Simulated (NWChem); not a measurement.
# Energy and gradient calculation of CH$_{5}$Ga (part 3 of 4)

Continued. System: CH$_{5}$Ga. Method: B3LYP/6-31G*, RKS (NWChem 7.3.0). The geometry comes from this level: GFN2-xTB.

Geometry of the input (Å):
```
Ga 0.5310  0.9294  0.0019
H  2.1072  1.0370  0.0326
H  -0.1615  2.3485  -0.0374
C  -0.4727  -0.8221  0.0027
H  -0.5741  -1.2212  -1.0112
H  -1.4805  -0.6967  0.4110
H  0.0506  -1.5750  0.6005
```

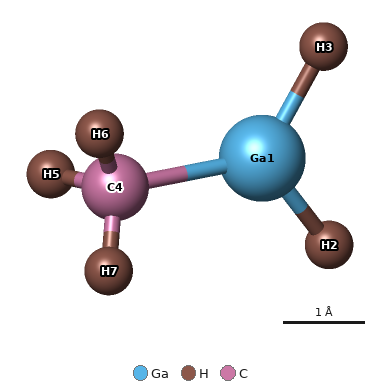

The structure as given in the input (ball-and-stick view, seen at a tilt; atoms are numbered from 1 in the order of the input). Sticks mark near contacts.

## What the program printed, continued
```
 Vector   38  Occ=0.000000D+00  E= 6.517480D-01
              MO Center= -3.3D-01, -6.5D-01, -2.7D-01, r^2= 2.7D+00
   Bfn.  Coefficient  Atom+Function         Bfn.  Coefficient  Atom+Function
  ----- ------------  ---------------      ----- ------------  ---------------
    46      1.665751  4 C  px                47     -0.970375  4 C  py
    42     -0.660343  4 C  px                58      0.467511  6 H  s
    60     -0.446149  7 H  s                 11     -0.410583  1 Ga px
    43      0.396842  4 C  py                57      0.398731  6 H  s
    59     -0.371424  7 H  s                 31      0.334072  1 Ga dxy

 Vector   39  Occ=0.000000D+00  E= 6.777217D-01
              MO Center= -3.2D-01, -4.2D-01,  2.5D-01, r^2= 3.2D+00
   Bfn.  Coefficient  Atom+Function         Bfn.  Coefficient  Atom+Function
  ----- ------------  ---------------      ----- ------------  ---------------
    48      2.029442  4 C  pz                34      1.036547  1 Ga dyz
    44     -0.758825  4 C  pz                56      0.701370  5 H  s
    32      0.677349  1 Ga dxz               60     -0.366737  7 H  s
    55      0.359967  5 H  s                 58     -0.294231  6 H  s
    13     -0.286564  1 Ga pz                39     -0.271388  3 H  s

 Vector   40  Occ=0.000000D+00  E= 7.235798D-01
              MO Center=  1.3D-01,  2.3D-01, -3.1D-03, r^2= 3.4D+00
   Bfn.  Coefficient  Atom+Function         Bfn.  Coefficient  Atom+Function
  ----- ------------  ---------------      ----- ------------  ---------------
    10      1.279587  1 Ga s                 31     -1.157777  1 Ga dxy
    35      0.922729  1 Ga dzz               30      0.897922  1 Ga dxx
    43      0.766093  4 C  py                45      0.743720  4 C  s
    47     -0.677290  4 C  py                37     -0.633345  2 H  s
    39     -0.610813  3 H  s                 42      0.453886  4 C  px

 Vector   41  Occ=0.000000D+00  E= 8.854932D-01
              MO Center= -6.5D-01, -7.9D-01,  2.0D-01, r^2= 2.8D+00
   Bfn.  Coefficient  Atom+Function         Bfn.  Coefficient  Atom+Function
  ----- ------------  ---------------      ----- ------------  ---------------
    58      1.495373  6 H  s                 46      0.994850  4 C  px
    60     -0.987575  7 H  s                 57     -0.749928  6 H  s
    56     -0.695951  5 H  s                 42     -0.615678  4 C  px
    47     -0.618669  4 C  py                10     -0.588097  1 Ga s
    59      0.486345  7 H  s                 43      0.476456  4 C  py

 Vector   42  Occ=0.000000D+00  E= 8.893516D-01
              MO Center= -2.6D-01, -9.1D-01, -1.8D-01, r^2= 3.0D+00
   Bfn.  Coefficient  Atom+Function         Bfn.  Coefficient  Atom+Function
  ----- ------------  ---------------      ----- ------------  ---------------
    56      1.355980  5 H  s                 60     -1.198527  7 H  s
    10      0.970171  1 Ga s                 48      0.872686  4 C  pz
    55     -0.782392  5 H  s                 44     -0.673960  4 C  pz
    59      0.613533  7 H  s                 30      0.470534  1 Ga dxx
    33      0.468036  1 Ga dyy               46      0.469740  4 C  px

 Vector   43  Occ=0.000000D+00  E= 9.166100D-01
              MO Center=  2.5D-01,  5.0D-01,  1.1D-02, r^2= 4.0D+00
   Bfn.  Coefficient  Atom+Function         Bfn.  Coefficient  Atom+Function
  ----- ------------  ---------------      ----- ------------  ---------------
    10      3.964420  1 Ga s                 33      1.875004  1 Ga dyy
    35      1.713720  1 Ga dzz               30      1.689054  1 Ga dxx
    58      0.712407  6 H  s                 39     -0.644155  3 H  s
    37     -0.623200  2 H  s                 60      0.586494  7 H  s
     6     -0.529555  1 Ga s                 48     -0.500389  4 C  pz

 Vector   44  Occ=0.000000D+00  E= 1.019445D+00
              MO Center= -4.9D-01, -8.3D-01,  1.9D-02, r^2= 3.2D+00
   Bfn.  Coefficient  Atom+Function         Bfn.  Coefficient  Atom+Function
  ----- ------------  ---------------      ----- ------------  ---------------
    45      2.763495  4 C  s                 10      1.785335  1 Ga s
    41     -1.382004  4 C  s                 58     -1.328849  6 H  s
    60     -1.314863  7 H  s                 56     -1.269696  5 H  s
    33      0.955952  1 Ga dyy               47     -0.781543  4 C  py
    30      0.698636  1 Ga dxx               57      0.543928  6 H  s

 Vector   45  Occ=0.000000D+00  E= 1.026855D+00
              MO Center=  6.8D-01,  1.2D+00, -3.6D-02, r^2= 3.7D+00
   Bfn.  Coefficient  Atom+Function         Bfn.  Coefficient  Atom+Function
  ----- ------------  ---------------      ----- ------------  ---------------
    10      3.622082  1 Ga s                 30      1.747430  1 Ga dxx
    33      1.581113  1 Ga dyy               35      1.313458  1 Ga dzz
    14     -0.888795  1 Ga s                 36     -0.840600  2 H  s
    38     -0.841408  3 H  s                 37      0.788681  2 H  s
    39      0.775743  3 H  s                 56      0.631616  5 H  s

 Vector   46  Occ=0.000000D+00  E= 1.142707D+00
              MO Center=  7.5D-01,  1.3D+00, -4.2D-03, r^2= 3.5D+00
   Bfn.  Coefficient  Atom+Function         Bfn.  Coefficient  Atom+Function
  ----- ------------  ---------------      ----- ------------  ---------------
    38     -0.968805  3 H  s                 36      0.961855  2 H  s
    37     -0.711349  2 H  s                 39      0.707452  3 H  s
    31     -0.628515  1 Ga dxy               33      0.550628  1 Ga dyy
    30     -0.530529  1 Ga dxx               15      0.403787  1 Ga px
    46     -0.276247  4 C  px                57     -0.238992  6 H  s

 Vector   47  Occ=0.000000D+00  E= 1.253782D+00
              MO Center= -3.5D-01, -6.1D-01, -7.2D-03, r^2= 2.9D+00
   Bfn.  Coefficient  Atom+Function         Bfn.  Coefficient  Atom+Function
  ----- ------------  ---------------      ----- ------------  ---------------
    45      5.448199  4 C  s                 41     -1.833850  4 C  s
    10     -1.699786  1 Ga s                 33     -1.671911  1 Ga dyy
    12      1.223631  1 Ga py                30     -1.106361  1 Ga dxx
    31     -0.940470  1 Ga dxy               35     -0.800758  1 Ga dzz
    56     -0.721602  5 H  s                 58     -0.712317  6 H  s

 Vector   48  Occ=0.000000D+00  E= 1.737804D+00
              MO Center= -4.2D-01, -7.4D-01, -1.0D-02, r^2= 8.4D-01
   Bfn.  Coefficient  Atom+Function         Bfn.  Coefficient  Atom+Function
  ----- ------------  ---------------      ----- ------------  ---------------
    53      1.096210  4 C  dyz               51      0.970699  4 C  dxz
    54     -0.481890  4 C  dzz               50     -0.414840  4 C  dxy
    34      0.395318  1 Ga dyz               48      0.357487  4 C  pz
    49      0.344250  4 C  dxx               32      0.212141  1 Ga dxz
    13     -0.157958  1 Ga pz                56      0.153693  5 H  s

 Vector   49  Occ=0.000000D+00  E= 1.760958D+00
              MO Center= -3.8D-01, -6.5D-01,  1.5D-02, r^2= 1.1D+00
   Bfn.  Coefficient  Atom+Function         Bfn.  Coefficient  Atom+Function
  ----- ------------  ---------------      ----- ------------  ---------------
    51      0.843893  4 C  dxz               50      0.836176  4 C  dxy
    52     -0.645409  4 C  dyy               49      0.495896  4 C  dxx
    53     -0.449662  4 C  dyz               46      0.360861  4 C  px
    31      0.354523  1 Ga dxy               30      0.318367  1 Ga dxx
    33     -0.296723  1 Ga dyy               47     -0.211860  4 C  py

 Vector   50  Occ=0.000000D+00  E= 2.064532D+00
              MO Center= -3.9D-01, -6.9D-01,  1.8D-03, r^2= 1.4D+00
   Bfn.  Coefficient  Atom+Function         Bfn.  Coefficient  Atom+Function
  ----- ------------  ---------------      ----- ------------  ---------------
    50      1.422691  4 C  dxy               45      1.256846  4 C  s
    10     -1.226906  1 Ga s                 33     -1.144833  1 Ga dyy
    12      0.988417  1 Ga py                47      0.943311  4 C  py
    31     -0.933840  1 Ga dxy               52      0.727554  4 C  dyy
    30     -0.595818  1 Ga dxx               11      0.568014  1 Ga px

 Vector   51  Occ=0.000000D+00  E= 2.260083D+00
              MO Center= -4.8D-01, -8.8D-01, -5.7D-02, r^2= 9.5D-01
   Bfn.  Coefficient  Atom+Function         Bfn.  Coefficient  Atom+Function
  ----- ------------  ---------------      ----- ------------  ---------------
    53      1.246122  4 C  dyz               55     -0.790155  5 H  s
    54      0.746104  4 C  dzz               50      0.671550  4 C  dxy
    49     -0.563395  4 C  dxx               48     -0.511322  4 C  pz
    59      0.478878  7 H  s                 57      0.320558  6 H  s
    52     -0.180004  4 C  dyy               44     -0.122208  4 C  pz

 Vector   52  Occ=0.000000D+00  E= 2.265871D+00
              MO Center= -5.2D-01, -8.6D-01,  6.6D-02, r^2= 9.7D-01
   Bfn.  Coefficient  Atom+Function         Bfn.  Coefficient  Atom+Function
  ----- ------------  ---------------      ----- ------------  ---------------
    51      1.298306  4 C  dxz               57      0.742018  6 H  s
    53     -0.736338  4 C  dyz               49     -0.691771  4 C  dxx
    59     -0.648736  7 H  s                 46      0.469532  4 C  px
    52      0.438632  4 C  dyy               50     -0.360096  4 C  dxy
    47     -0.266908  4 C  py                54      0.253755  4 C  dzz

 Vector   53  Occ=0.000000D+00  E= 2.826896D+00
              MO Center=  5.3D-01,  9.3D-01,  4.0D-03, r^2= 7.1D-01
   Bfn.  Coefficient  Atom+Function         Bfn.  Coefficient  Atom+Function
  ----- ------------  ---------------      ----- ------------  ---------------
    26      1.745534  1 Ga dxz               20     -1.166251  1 Ga dxz
    28     -1.013127  1 Ga dyz               32     -0.719718  1 Ga dxz
    22      0.677018  1 Ga dyz               34      0.415443  1 Ga dyz
    60      0.083981  7 H  s                 51      0.073241  4 C  dxz
    58     -0.069555  6 H  s                 24     -0.056235  1 Ga dxx

 Vector   54  Occ=0.000000D+00  E= 2.879304D+00
              MO Center=  5.3D-01,  9.4D-01,  5.6D-03, r^2= 7.8D-01
   Bfn.  Coefficient  Atom+Function         Bfn.  Coefficient  Atom+Function
  ----- ------------  ---------------      ----- ------------  ---------------
    28      1.765334  1 Ga dyz               22     -1.154013  1 Ga dyz
    26      1.006240  1 Ga dxz               34     -0.875415  1 Ga dyz
    20     -0.657863  1 Ga dxz               32     -0.498150  1 Ga dxz
    48     -0.277947  4 C  pz                29      0.164372  1 Ga dzz
    24     -0.130853  1 Ga dxx               23     -0.105366  1 Ga dzz

 Vector   55  Occ=0.000000D+00  E= 2.885742D+00
              MO Center=  5.2D-01,  9.2D-01, -6.0D-04, r^2= 7.8D-01
   Bfn.  Coefficient  Atom+Function         Bfn.  Coefficient  Atom+Function
  ----- ------------  ---------------      ----- ------------  ---------------
    29      1.119382  1 Ga dzz               23     -0.719601  1 Ga dzz
    24     -0.721995  1 Ga dxx               25      0.601300  1 Ga dxy
    30      0.501831  1 Ga dxx               18      0.479995  1 Ga dxx
    35     -0.454792  1 Ga dzz               19     -0.391411  1 Ga dxy
    27     -0.356753  1 Ga dyy               31     -0.321364  1 Ga dxy

 Vector   56  Occ=0.000000D+00  E= 2.954685D+00
              MO Center=  5.6D-01,  9.8D-01,  1.7D-03, r^2= 8.2D-01
   Bfn.  Coefficient  Atom+Function         Bfn.  Coefficient  Atom+Function
  ----- ------------  ---------------      ----- ------------  ---------------
    25      1.707072  1 Ga dxy               19     -1.087924  1 Ga dxy
    31     -1.023325  1 Ga dxy               27      0.861277  1 Ga dyy
    10      0.766143  1 Ga s                 35      0.446761  1 Ga dzz
    21     -0.443497  1 Ga dyy               30      0.365345  1 Ga dxx
    45      0.267969  4 C  s                 23      0.265012  1 Ga dzz

 Vector   57  Occ=0.000000D+00  E= 3.013619D+00
              MO Center=  5.1D-01,  8.9D-01, -1.5D-03, r^2= 8.8D-01
   Bfn.  Coefficient  Atom+Function         Bfn.  Coefficient  Atom+Function
  ----- ------------  ---------------      ----- ------------  ---------------
    25      1.081153  1 Ga dxy               27     -0.938708  1 Ga dyy
    24      0.919962  1 Ga dxx               31     -0.774820  1 Ga dxy
    33      0.673266  1 Ga dyy               19     -0.669335  1 Ga dxy
    30     -0.661132  1 Ga dxx               21      0.580177  1 Ga dyy
    18     -0.570357  1 Ga dxx               39     -0.292886  3 H  s

 Vector   58  Occ=0.000000D+00  E= 3.271671D+00
              MO Center=  5.2D-01,  9.1D-01,  1.9D-03, r^2= 1.7D+00
   Bfn.  Coefficient  Atom+Function         Bfn.  Coefficient  Atom+Function
  ----- ------------  ---------------      ----- ------------  ---------------
    10     15.097045  1 Ga s                 30      4.702161  1 Ga dxx
    33      4.690069  1 Ga dyy               35      4.686578  1 Ga dzz
    29      2.788300  1 Ga dzz               24      2.767173  1 Ga dxx
    27      2.707556  1 Ga dyy               14      0.825542  1 Ga s
     2     -0.361530  1 Ga s                 50      0.252772  4 C  dxy

 Vector   59  Occ=0.000000D+00  E= 4.179060D+00
              MO Center= -4.8D-01, -8.3D-01,  2.3D-03, r^2= 8.0D-01
   Bfn.  Coefficient  Atom+Function         Bfn.  Coefficient  Atom+Function
  ----- ------------  ---------------      ----- ------------  ---------------
    41      2.876349  4 C  s                 45      2.568718  4 C  s
    54     -1.914678  4 C  dzz               49     -1.888449  4 C  dxx
    52     -1.835336  4 C  dyy               10     -0.716477  1 Ga s
    56     -0.569917  5 H  s                 58     -0.563261  6 H  s
    60     -0.564701  7 H  s                 40     -0.495622  4 C  s

 Vector   60  Occ=0.000000D+00  E= 7.383807D+01
              MO Center=  5.3D-01,  9.3D-01,  1.9D-03, r^2= 2.7D-01
   Bfn.  Coefficient  Atom+Function         Bfn.  Coefficient  Atom+Function
  ----- ------------  ---------------      ----- ------------  ---------------
     6     29.275728  1 Ga s                 18     13.003494  1 Ga dxx
    21     13.003476  1 Ga dyy               23     13.005021  1 Ga dzz
    10      6.196682  1 Ga s                  2      3.417950  1 Ga s
    24      2.830201  1 Ga dxx               27      2.830804  1 Ga dyy
    29      2.824385  1 Ga dzz               35      1.769258  1 Ga dzz

     ---------------------------------------------
      Total Density - Mulliken Population Analysis
     ---------------------------------------------

    Atom       Charge   Shell Charges
 -----------   ------   -------------------------------------------------------
    1 Ga  31    30.90   2.00  1.99  6.00  1.95  5.99  1.37  1.45  0.08  0.12  6.85  2.94  0.17
    2 H    1     1.00   0.48  0.52
    3 H    1     1.00   0.48  0.52
    4 C    6     6.61   1.99  0.67  2.09  0.67  1.17  0.02
    5 H    1     0.83   0.52  0.31
    6 H    1     0.83   0.52  0.31
    7 H    1     0.83   0.52  0.31

     -------------------------------------------
      Total Density - Lowdin Population Analysis
     -------------------------------------------

    Atom       Charge   Shell Charges
 -----------   ------   -------------------------------------------------------
    1 Ga  31    30.97   2.00  1.95  6.00  0.78  5.91  0.38  1.29  0.20  0.37  7.71  3.41  0.98
    2 H    1     0.97   0.45  0.52
    3 H    1     0.98   0.46  0.52
    4 C    6     6.60   1.98  0.36  1.88  0.35  1.56  0.46
    5 H    1     0.82   0.48  0.35
    6 H    1     0.83   0.48  0.35
    7 H    1     0.83   0.48  0.35

 center of mass
 --------------
 x =   0.67850093 y =   1.18897266 z =   0.00344939

 moments of inertia (a.u.)
 ------------------
         165.408984606568         -81.211329261395          -0.268459006229
         -81.211329261395          70.139941658831           0.200602344915
          -0.268459006229           0.200602344915         224.358847878140

     Multipole analysis of the density
     ---------------------------------

     L   x y z        total         alpha         beta         nuclear
     -   - - -        -----         -----         ----         -------
     0   0 0 0     -0.000000    -21.000000    -21.000000     42.000000

     1   1 0 0     -0.182475    -12.908493    -12.908493     25.634511
     1   0 1 0     -0.311419    -22.616908    -22.616908     44.922396
     1   0 0 1     -0.000567     -0.066131     -0.066131      0.131695

     2   2 0 0    -20.560142    -40.758868    -40.758868     60.957594
     2   1 1 0     -0.251016    -37.778216    -37.778216     75.305416
     2   1 0 1     -0.057625     -0.208435     -0.208435      0.359244
     2   0 2 0    -20.802534    -85.181452    -85.181452    149.560369
     2   0 1 1      0.093454      0.064927      0.064927     -0.036400
     2   0 0 2    -16.783733    -11.167862    -11.167862      5.551992

            General Information
            -------------------
          SCF calculation type: DFT
          Wavefunction type:  closed shell.
          No. of atoms     :     7
          No. of electrons :    42
           Alpha electrons :    21
            Beta electrons :    21
          Charge           :     0
          Spin multiplicity:     1
          Use of symmetry is: off; symmetry adaption is: off
          Maximum number of iterations: 100
          AO basis - number of functions:    60
                     number of shells:    28
          Convergence on energy requested:  1.00D-08
          Convergence on density requested:  1.00D-05
          Convergence on gradient requested:  5.00D-04

              XC Information
              --------------
                         B3LYP Method XC Potential
                     Hartree-Fock (Exact) Exchange  0.200
                        Slater Exchange Functional  0.800 local
                    Becke 1988 Exchange Functional  0.720 non-local
              Lee-Yang-Parr Correlation Functional  0.810
                  VWN I RPA Correlation Functional  0.190 local

             Grid Information
             ----------------
          Grid used for XC integration:  xfine
          Radial quadrature: Mura-Knowles
          Angular quadrature: Lebedev.
          Tag              B.-S. Rad. Rad. Pts. Rad. Cut. Ang. Pts.
          ---              ---------- --------- --------- ---------
          Ga                  1.30      160           9.0      1454
          H                   0.35      100          11.0      1202
          C                   0.70      100          10.0      1454
          Grid pruning is: on
          Number of quadrature shells:   760
          Spatial weights used:  Erf1

          Convergence Information
          -----------------------
          Convergence aids based upon iterative change in
          total energy or number of iterations.
          Levelshifting, if invoked, occurs when the
          HOMO/LUMO gap drops below (HL_TOL):  1.00D-02
          DIIS, if invoked, will attempt to extrapolate
          using up to (NFOCK): 10 stored Fock matrices.

                    Damping( 0%)  Levelshifting(0.5)       DIIS
                  --------------- ------------------- ---------------
          dE  on:    start            ASAP                start
          dE off:    2 iters        100 iters           100 iters

      Screening Tolerance Information
      -------------------------------
          Density screening/tol_rho:  1.00D-11
          AO Gaussian exp screening on grid/accAOfunc:  18
          CD Gaussian exp screening on grid/accCDfunc:  20
          XC Gaussian exp screening on grid/accXCfunc:  20
          Schwarz screening/accCoul:  1.00D-09

                            NWChem DFT Gradient Module
                            --------------------------

  charge          =   0.00
  wavefunction    = closed shell

                         DFT ENERGY GRADIENTS

    atom               coordinates                        gradient
                 x          y          z           x          y          z
   1 Ga      1.003350   1.756330   0.003553    0.002421   0.005277   0.000958
   2 H       3.982031   1.959721   0.061643   -0.001531   0.003890  -0.000149
   3 H      -0.305247   4.438078  -0.070732    0.004282   0.000614   0.000027
   4 C      -0.893198  -1.553506   0.005027   -0.002596  -0.006920  -0.003667
   5 H      -1.084816  -2.307790  -1.910948   -0.001104  -0.001193   0.002211
   6 H      -2.797683  -1.316515   0.776658   -0.000112  -0.001077   0.000420
   7 H       0.095563  -2.976300   1.134780   -0.001359  -0.000591   0.000201

                 ----------------------------------------
                 |  Time  |  1-e(secs)   |  2-e(secs)   |
                 ----------------------------------------
                 |  CPU   |       0.00   |       3.81   |
                 ----------------------------------------
                 |  WALL  |       0.00   |       3.81   |
                 ----------------------------------------

 Task  times  cpu:       24.9s     wall:       24.9s
 Total times  cpu:       24.9s     wall:       24.9s
```
